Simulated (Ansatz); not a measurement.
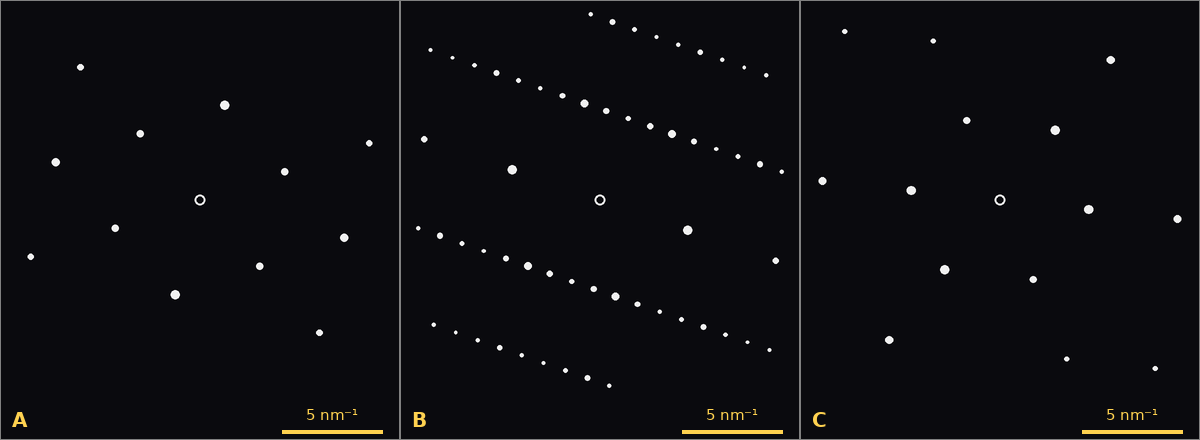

Computed electron diffraction patterns, 120 kV, single scattering only, B = 0.5 Å².

All three come from Ru, space group P6_3/mmc (No. 194), a = 2.68 Å, c = 8.61 Å (hexagonal axes). Structure: the geometry relaxed with DFT, PBEsol, plane waves (420 eV) with PAW, scalar-relativistic in Ansatz 0.2.0; the starting structure was generated, so it need not be a known form of this composition.

```cif
data_structure
_symmetry_space_group_name_H-M 'P6_3/mmc'
_symmetry_Int_Tables_number 194
_cell_length_a 2.6799
_cell_length_b 2.6799
_cell_length_c 8.6060
_cell_angle_alpha 90.000
_cell_angle_beta 90.000
_cell_angle_gamma 120.000
_cell_volume 53.53
loop_
_atom_site_label
_atom_site_type_symbol
_atom_site_symmetry_multiplicity
_atom_site_Wyckoff_symbol
_atom_site_fract_x
_atom_site_fract_y
_atom_site_fract_z
_atom_site_occupancy
Ru1 Ru 2 a 0.00000 0.00000 0.00000 1
Ru2 Ru 2 c 0.33333 0.66667 0.25000 1
```

Q: Assign the zone axes [100], [101], [211] to A, B and C.

A: A is [211]: centred rectangular net of 0 1 -1 at d = 2.24 Å and -1 1 1 at d = 2.24 Å, at 66.5°. B is [100]: rectangular net of 0 0 1 (itself extinct) at d = 8.61 Å and 0 1 0 at d = 2.32 Å, at 90.0°. C is [101]: centred rectangular net of 0 1 0 at d = 2.32 Å and 1 0 -1 at d = 2.24 Å, at 61.1°.
